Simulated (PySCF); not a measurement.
**GaH3 (SMILES [GaH3]) at 6 levels**

Aim: a comparison of 6 runs (B3LYP/6-31G*, M06-2X/def2-TZVPPD, SVWN5/def2-TZVPPD, TPSS/def2-TZVPPD, revPBE/def2-TZVPPD, CCSD(T)/def2-TZVPPD) of GaH3. 

Program for the calculation: PySCF 2.14.0.

3 further runs of the same task are left out: 3 set aside as unsound or not needed.

### Step 1. The system as given

GaH3: 4 atoms, total charge 0, spin state singlet. SMILES: `[GaH3]`. The shape is that of a PBE0-D4/def2-TZVP optimisation.

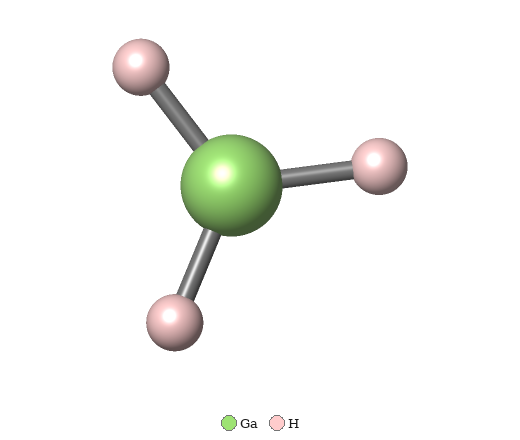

Viewed from a chosen angle; gallium green, hydrogen pink.

### Step 2. The energy at B3LYP/6-31G(d) (spherical functions) (run 1)

calc.py

```python
from pyscf import gto, dft

molecule = gto.Mole()
molecule.atom = '''
Ga   0.013400  -0.014900  -0.004600
H    1.252400   0.343800   0.887700
H   -0.552100  -1.477800  -0.009700
H   -0.658400   1.088700  -0.893700
'''
molecule.max_memory = 1860
molecule.spin = 0
molecule.basis = '6-31g*'
molecule.verbose = 3
molecule.charge = 0
molecule.build()

myscf = dft.RKS(molecule)
myscf.xc = 'b3lyp'
myscf.grids.level = 5
myscf.conv_tol = 1e-10
myscf.kernel()
if not myscf.converged:
    myscf = myscf.newton().run(myscf.mo_coeff, myscf.mo_occ)

energy = myscf.e_tot
print(f'total energy: {energy:.8f} hartree')
```

Started as:

```console
$ OMP_NUM_THREADS=1 python calc.py
```

Log:

```text
converged SCF energy = -1926.39212805784
total energy: -1926.39212806 hartree
```

It took 4.2 s on 1 thread of Intel Xeon at 2.70GHz, shared host; peak memory 0.24 GiB.

### Step 3. A single-point energy at M06-2X/def2-TZVPPD (run 2)

job.py

```python
from pyscf import gto, dft

mol = gto.M(
    atom=[
    ('Ga', (0.013400, -0.014900, -0.004600)),
    ('H', (1.252400, 0.343800, 0.887700)),
    ('H', (-0.552100, -1.477800, -0.009700)),
    ('H', (-0.658400, 1.088700, -0.893700)),
],
    spin=0,
    max_memory=1860,
    verbose=3,
    basis='def2-tzvppd',
)

ks = dft.RKS(mol)
ks.xc = 'm06-2x'
ks.grids.level = 5
ks.conv_tol = 1e-10
ks.kernel()
if not ks.converged:
    ks = ks.newton().run(ks.mo_coeff, ks.mo_occ)

e_final = ks.e_tot
print('Final energy', e_final)
```

Started as:

```console
$ OMP_NUM_THREADS=1 python job.py
```

Log:

```text
converged SCF energy = -1926.60351212137
Final energy -1926.6035121213667
```

Wall time 15 s (1 thread of Intel Xeon at 2.70GHz, shared host); peak memory 0.56 GiB.

Runs 3 to 4 aren't shown in full; the table further down has their settings and results.

### Step 4. The energy at revPBE/def2-TZVPPD (run 5)

calc.py

```python
# [GaH3]
from pyscf import gto, dft

molecule = gto.M(
    atom='''
Ga     0.025322    -0.028157    -0.008693
H      2.366693     0.649688     1.677510
H     -1.043318    -2.792637    -0.018330
H     -1.244196     2.057345    -1.688848
''',
    basis='def2-tzvppd',
    max_memory=1860,
    unit='bohr',
    verbose=3,
)

mf = dft.RKS(molecule, xc='revpbe')
mf.grids.level = 5
mf.conv_tol = 1e-10
mf.kernel()
if not mf.converged:
    mf = mf.newton().run(mf.mo_coeff, mf.mo_occ)

etot = mf.e_tot
print('E = %.10f Eh' % etot)
```

Started as:

```console
$ OMP_NUM_THREADS=1 python calc.py
```

Log:

```text
converged SCF energy = -1926.48068515748
E = -1926.4806851575 Eh
```

Wall time 10 s (1 thread of Intel Xeon at 2.70GHz, shared host); peak memory 0.52 GiB.

### Step 5. The energy at CCSD(T)/def2-TZVPPD (run 6)

run.py

```python
from pyscf import gto, scf, cc

mol = gto.M(
    atom='''
Ga     0.025322    -0.028157    -0.008693
H      2.366693     0.649688     1.677510
H     -1.043318    -2.792637    -0.018330
H     -1.244196     2.057345    -1.688848
''',
    max_memory=1860,
    basis='def2-tzvppd',
    spin=0,
    verbose=3,
    unit='bohr',
)

calc0 = scf.RHF(mol)
calc0.conv_tol = 1e-10
calc0.kernel()
if not calc0.converged:
    calc0 = calc0.newton().run(calc0.mo_coeff, calc0.mo_occ)

mycc = cc.CCSD(calc0, frozen=9)
mycc.kernel()
e_t = mycc.ccsd_t()
etot = mycc.e_tot + e_t
print('Final energy', etot)
```

Started as:

```console
$ OMP_NUM_THREADS=1 python run.py
```

Log:

```text
converged SCF energy = -1924.96418546548
E(CCSD) = -1925.222242819895  E_corr = -0.2580573544167193
CCSD(T) correction = -0.00828541067002302
Final energy -1925.2305282305651
```

It took 23 s on 1 thread of Intel Xeon at 2.70GHz, shared host; peak memory 0.66 GiB.

### Step 6. The series

| run | level | integration grid | frozen core orbitals | energy (Eh) | dipole moment (D) of the reference | HOMO energy (eV) | LUMO energy (eV) | wall time |
| --- | --- | --- | --- | --- | --- | --- | --- | --- |
| 1 | B3LYP/6-31G* (spherical functions) | 5 | – | -1926.392128 | 0.00 | -8.42 | -2.12 | 4.2 s |
| 2 | M06-2X/def2-TZVPPD | 5 | – | -1926.603512 | 0.00 | -9.71 | -1.26 | 15 s |
| 3 | SVWN5/def2-TZVPPD | 5 | – | -1923.562430 | 0.00 | -7.39 | -2.91 | 4.8 s |
| 4 | TPSS/def2-TZVPPD | 5 | – | -1926.619003 | 0.00 | -7.56 | -2.45 | 14 s |
| 5 | revPBE/def2-TZVPPD | 5 | – | -1926.480685 | 0.00 | -7.32 | -2.55 | 10 s |
| 6 | CCSD(T)/def2-TZVPPD | – | 9 | -1925.230528 | 0.00 | -11.65 | 0.94 | 23 s |

### Step 7. Summary of results

| quantity | value |
| --- | --- |
| run 6: total energy | -1925.23053 Eh |
| run 6: dipole moment (Hartree–Fock density) | 0.00 D |
| run 6: HOMO energy (Hartree–Fock orbitals) | -11.65 eV |
| run 6: LUMO energy (Hartree–Fock orbitals) | 0.94 eV |
| run 6: HOMO–LUMO gap (Hartree–Fock orbitals) | 12.59 eV |
| run 6: correlation energy (9 core orbitals frozen) | -266.3 mEh |
| run 6: (T) correction | -8.29 mEh |
| run 6: T1 diagnostic | 0.013 |

**Reading.** Over runs 1, 2, 3, 4, 5 the HOMO–LUMO gap runs from 4.48 eV (SVWN5/def2-TZVPPD) to 8.44 eV (M06-2X/def2-TZVPPD). Totals of different functionals can't be ranked against each other. All runs together took 71 s, the longest 23 s.
